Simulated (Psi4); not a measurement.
# [PO3]− (metaphosphate (po31-) (8ci,9ci)): PBE0/def2-SVPD

Aim: the vertical ionisation energy of [PO3]− (metaphosphate (po31-) (8ci,9ci)) at PBE0/def2-SVPD, from 2 runs. 

Program for the calculation: Psi4 1.11.

6 further runs of the same task are left out: 6 that didn't finish.

## 1. The structure to begin with

[PO3]− has 4 atoms, charge -1, and is taken as a singlet. SMILES: `O=P(=O)[O-]`. Geometry: relaxed at GFN2-xTB.

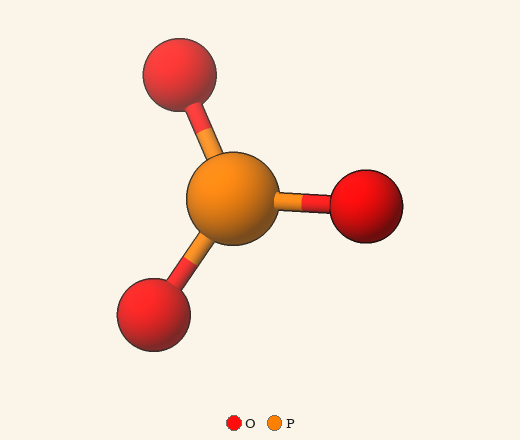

Viewed from a chosen angle; oxygen red, phosphorus orange.

## 2. Energy and forces at PBE0/def2-SVPD

o3p.xyz

```xyz
4
O3P
O      0.579960    -0.419440    -1.297400
P      0.000330     0.000460    -0.000130
O     -1.057020     1.037780     0.038020
O      0.476740    -0.618790     1.259510
```

calc.py

```python
import psi4

psi4.set_memory(1600000000)
psi4.set_num_threads(1)
psi4.set_output_file('run.log', False)

with open('o3p.xyz') as f:
    atoms = ''.join(f.readlines()[2:])
m = psi4.geometry('-1 1\n' + atoms + 'symmetry c1\nno_reorient\nno_com')

options = {'reference': 'rks', 'puream': True, 'e_convergence': 1e-09, 'd_convergence': 1e-08, 'scf_type': 'pk', 'dft_radial_points': 99, 'dft_spherical_points': 590}
psi4.set_options(options)

result, w = psi4.gradient('pbe0/def2-SVPD', molecule=m, return_wfn=True)
print('gradient / Eh bohr^-1')
print(result.np.round(6))
print(f'energy = {w.energy():.10f} Eh')
for k, v in sorted(psi4.core.scalar_variables().items()):
    print(f'{k:45s} {v:18.10f}')
```

Run with:

```
$ python calc.py
```

run.log:

```text
[...]
  Running in c1 symmetry.
[...]
  Nuclear repulsion =  168.141609722148331
[...]
  Multiplicity = 1
[...]
  Nalpha       = 20
  Nbeta        = 20
[...]
    Number of basis functions: 93
[...]
   @RKS iter   1:  -566.09623815353325    2.98937e-02   1.14271e-02 ADIIS/DIIS
[...]
   @RKS iter  11:  -566.53308416439268   -7.95808e-13   2.67973e-09 DIIS
[...]
    Orbital Energies [Eh]
    ---------------------
    Doubly Occupied:
       1A    -77.117676     2A    -19.002702     3A    -19.002678
       4A    -19.002605     5A     -6.512515     6A     -4.656383
       7A     -4.651582     8A     -4.651575     9A     -0.862983
      10A     -0.778605    11A     -0.778423    12A     -0.321833
      13A     -0.244116    14A     -0.240836    15A     -0.240829
      16A     -0.156218    17A     -0.156172    18A     -0.137337
      19A     -0.137218    20A     -0.089893
[...]
  @RKS Final Energy:  -566.53308416439268
   => Energetics <=
    Nuclear Repulsion Energy =            168.1416097221483312
    One-Electron Energy =               -1125.5276968172281613
    Two-Electron Energy =                 427.9256411615931484
    DFT Exchange-Correlation Energy =     -37.0726382309059943
    Empirical Dispersion Energy =           0.0000000000000000
    VV10 Nonlocal Energy =                  0.0000000000000000
    Total Energy =                       -566.5330841643926760
[...]
 Multipole Moments:
 ------------------------------------------------------------------------------------
     Multipole            Electronic (a.u.)      Nuclear  (a.u.)        Total (a.u.)
 ------------------------------------------------------------------------------------
 L = 1.  Multiply by 2.5417464519 to convert [e a0] to [Debye]
 Dipole X            :         -0.0040353            0.0045164            0.0004812
 Dipole Y            :         -0.0048728            0.0062361            0.0013633
 Dipole Z            :          0.0005207           -0.0017197           -0.0011990
 Magnitude           :                                                    0.0018782
[...]
  -Total Gradient:
     Atom            X                  Y                   Z
    ------   -----------------  -----------------  -----------------
       1       -0.011445024643     0.008192969054     0.025482982790
       2       -0.000032265276     0.000386764033    -0.000640206106
       3        0.020633384335    -0.020356494264    -0.000740460126
       4       -0.009165981652     0.011786192178    -0.024109425268
[...]
```

Standard output:

```text
gradient / Eh bohr^-1
[[-1.1445e-02  8.1930e-03  2.5483e-02]
 [-3.2000e-05  3.8700e-04 -6.4000e-04]
 [ 2.0633e-02 -2.0356e-02 -7.4000e-04]
 [-9.1660e-03  1.1786e-02 -2.4109e-02]]
energy = -566.5330841644 Eh
CURRENT ENERGY                                   -566.5330841644
CURRENT REFERENCE ENERGY                         -566.5330841644
DD SOLVATION ENERGY                                 0.0000000000
DFT FUNCTIONAL TOTAL ENERGY                      -566.5330841644
DFT TOTAL ENERGY                                 -566.5330841644
DFT VV10 ENERGY                                     0.0000000000
DFT XC ENERGY                                     -37.0726382309
GRID ELECTRONS ALPHA                               20.0000003268
GRID ELECTRONS BETA                                20.0000003268
GRID ELECTRONS TOTAL                               40.0000006535
NUCLEAR REPULSION ENERGY                          168.1416097221
ONE-ELECTRON ENERGY                             -1125.5276968172
PCM POLARIZATION ENERGY                             0.0000000000
PE ENERGY                                           0.0000000000
SCF ITERATION ENERGY                             -566.5330841644
SCF ITERATIONS                                     11.0000000000
SCF TOTAL ENERGY                                 -566.5330841644
TWO-ELECTRON ENERGY                               427.9256411616
XC GRID RADIAL POINTS                              99.0000000000
XC GRID SPHERICAL POINTS                          590.0000000000
XC GRID TOTAL POINTS                           225361.0000000000
```

Run time: 17 s. Hardware: 1 thread of Intel Xeon Platinum 8375C at 2.90GHz (Ice Lake), shared host; peak memory 0.91 GiB.

## 3. Doublet neutral PO3 at the same level

job.inp

```
memory 1600 MB

molecule geom {
  0 2
  O      0.579960    -0.419440    -1.297400
  P      0.000330     0.000460    -0.000130
  O     -1.057020     1.037780     0.038020
  O      0.476740    -0.618790     1.259510
  symmetry c1
  no_reorient
  no_com
}

set {
  basis                def2-SVPD
  reference            uks
  puream               true
  e_convergence        1e-09
  d_convergence        1e-08
  scf_type             pk
  dft_radial_points    99
  dft_spherical_points 590
  maxiter              200
}

energy_value, wavefunction = gradient('pbe0', return_wfn=True)
oeprop(wavefunction, 'MAYER_INDICES', 'WIBERG_LOWDIN_INDICES', 'MULLIKEN_CHARGES', title='PBE0')
```

Run with:

```
$ psi4 job.inp job.out -n 1
```

job.out:

```text
[...]
  Running in c1 symmetry.
[...]
  Nuclear repulsion =  168.141609722148331
[...]
  Multiplicity = 2
[...]
  Nalpha       = 20
  Nbeta        = 19
[...]
    Number of basis functions: 93
[...]
   @UKS iter   1:  -566.12366533543423    2.46656e-03   8.28889e-03 ADIIS/DIIS
[...]
   @UKS iter  12:  -566.35538551908826   -7.95808e-12   8.42381e-09 DIIS
[...]
   @S^2 Observed:                7.643843202E-01
[...]
  @UKS Final Energy:  -566.35538551908826
   => Energetics <=
    Nuclear Repulsion Energy =            168.1416097221483312
    One-Electron Energy =               -1114.2799120491081339
    Two-Electron Energy =                 416.5759628782393520
    DFT Exchange-Correlation Energy =     -36.7930460703678222
    Empirical Dispersion Energy =           0.0000000000000000
    VV10 Nonlocal Energy =                  0.0000000000000000
    Total Energy =                       -566.3553855190882587
[...]
 Multipole Moments:
 ------------------------------------------------------------------------------------
     Multipole            Electronic (a.u.)      Nuclear  (a.u.)        Total (a.u.)
 ------------------------------------------------------------------------------------
 L = 1.  Multiply by 2.5417464519 to convert [e a0] to [Debye]
 Dipole X            :         -0.0033543            0.0045164            0.0011621
 Dipole Y            :         -0.0054896            0.0062361            0.0007465
 Dipole Z            :          0.0024823           -0.0017197            0.0007626
 Magnitude           :                                                    0.0015778
[...]
  -Total Gradient:
     Atom            X                  Y                   Z
    ------   -----------------  -----------------  -----------------
       1       -0.005537090877     0.003947604805     0.012181704671
       2        0.000019018978     0.000261829950    -0.000388780915
       3        0.009845194947    -0.009739972008    -0.000414311733
       4       -0.004337105046     0.005540091999    -0.011386093542
[...]
  Mulliken Charges: (a.u.)
   Center  Symbol    Alpha    Beta     Spin     Total
       1     O     4.53927  4.13414  0.40512 -0.67341
       2     P     6.38122  6.59871 -0.21749  2.02006
       3     O     4.53938  4.13404  0.40534 -0.67342
       4     O     4.54013  4.13310  0.40703 -0.67323
   Total alpha = 20.00000, Total beta = 19.00000, Total charge =  0.00000
  Mayer Bond Indices:
  Total Bond Index:
  Irrep: 1 Size: 4 x 4
[...]
```

It took 23 s on 1 thread of Intel Xeon Platinum 8375C at 2.90GHz (Ice Lake), shared host; peak memory 0.91 GiB.

## 4. Summary of results

Level: PBE0/def2-SVPD.

| quantity | value |
| --- | --- |
| singlet [PO3]−: total energy | -566.53308 Eh |
| singlet [PO3]−: HOMO energy | -2.45 eV |
| singlet [PO3]−: LUMO energy | 4.04 eV |
| singlet [PO3]−: HOMO–LUMO gap (to an unbound level, set by the basis) | 6.49 eV |
| singlet [PO3]−: largest force on an atom | 1.497 eV/Å |
| doublet neutral PO3: total energy | -566.35539 Eh |
| doublet neutral PO3: dipole moment | 0.00 D |
| doublet neutral PO3: HOMO energy (highest over α and β) | -10.91 eV |
| doublet neutral PO3: LUMO energy (lowest over α and β) | -7.28 eV |
| doublet neutral PO3: ⟨S²⟩ | 0.764 |
| doublet neutral PO3: largest force on an atom | 0.717 eV/Å |
| vertical detachment energy (to the doublet neutral) | 4.835 eV |

The vertical ionisation energy comes to 4.84 eV (467 kJ/mol). The largest force (singlet [PO3]−) is 1.50 eV/Å: the shape isn't a stationary point for this species at this level. The negative HOMO energy of the first species, 2.45 eV, lies 2.39 eV below that difference. Mulliken charges (doublet neutral PO3) run from -0.67 on O3 to +2.02 on P2; in a basis this large or diffuse they mean little.
